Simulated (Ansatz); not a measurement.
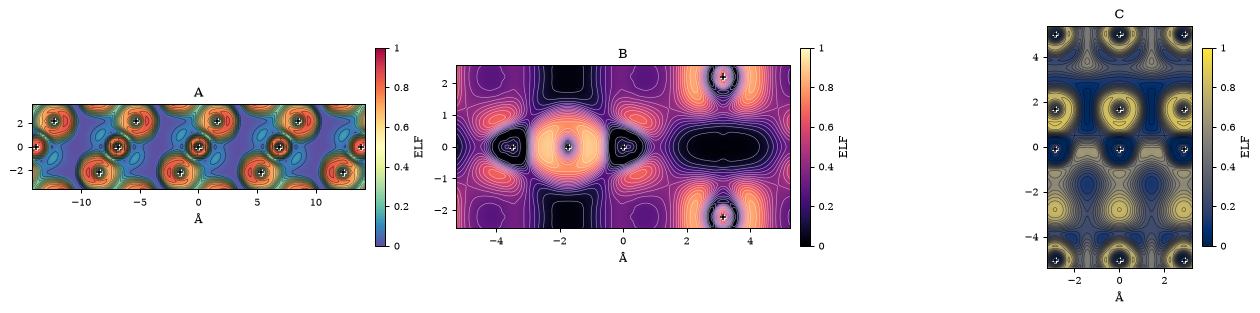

The electron localisation function of 3 systems, each on a plane through atoms (crosses mark nuclei in the plane).

The calculation used DFT PBE, scalar-relativistic, plane waves, PAW in Ansatz.

System 1: HfZr3Se8, the (110) plane of the conventional cell. Space group P-3m1; a structure generated by program, which may or may not match a known phase.

System 2: TaAl3O, the (110) plane of the conventional cell. Space group P-6m2; a structure generated by program, which may or may not match a known phase.

```cif
data_structure
_symmetry_space_group_name_H-M 'P 1'
_symmetry_Int_Tables_number 1
_cell_length_a 5.8009
_cell_length_b 5.8009
_cell_length_c 2.8629
_cell_angle_alpha 90.000
_cell_angle_beta 90.000
_cell_angle_gamma 120.000
_cell_volume 83.43
loop_
_atom_site_label
_atom_site_type_symbol
_atom_site_fract_x
_atom_site_fract_y
_atom_site_fract_z
_atom_site_occupancy
Ta1 Ta 0.33333 0.66667 0.50000 1
Al1 Al 0.82274 0.17726 0.50000 1
Al2 Al 0.82274 0.64547 0.50000 1
Al3 Al 0.35453 0.17726 0.50000 1
O1 O 0.00000 0.00000 0.50000 1
```

System 3: Al3Ru2N, the (100) plane of the conventional cell. Space group Cmmm; a structure generated by program, which may or may not match a known phase; computed without spin polarisation.

```
Al Ru N
1.0
     4.79088    0.00000    0.00000
     0.00000    9.79979    0.00000
     0.00000    0.00000    4.42167
Al Ru N
6 4 2
Direct
  0.00000 0.67810 0.00000
  0.50000 0.17810 0.00000
  0.00000 0.32190 0.00000
  0.50000 0.82190 0.00000
  0.00000 0.00000 0.50000
  0.50000 0.50000 0.50000
  0.25000 0.25000 0.50000
  0.75000 0.75000 0.50000
  0.25000 0.75000 0.50000
  0.75000 0.25000 0.50000
  0.00000 0.50000 0.00000
  0.50000 0.00000 0.00000
```

Which map belongs to which system?

Panel A is system 1, HfZr3Se8: the plane holds Zr, Hf and Se. Hf–Se (2.69 Å): the ELF is about 0.50 at the midpoint. Panel B is system 3, Al3Ru2N: the plane holds Al and N. Al–N (1.75 Å): the ELF peaks at about 0.90 in the valence shell of N, 0.6 Å from its nucleus, and is about 0.85 at the midpoint. Panel C is system 2, TaAl3O: the plane holds Ta, Al and O. Al–O (1.78 Å): the ELF peaks at about 0.85 in the valence shell of O, 0.6 Å from its nucleus, and is about 0.80 at the midpoint.
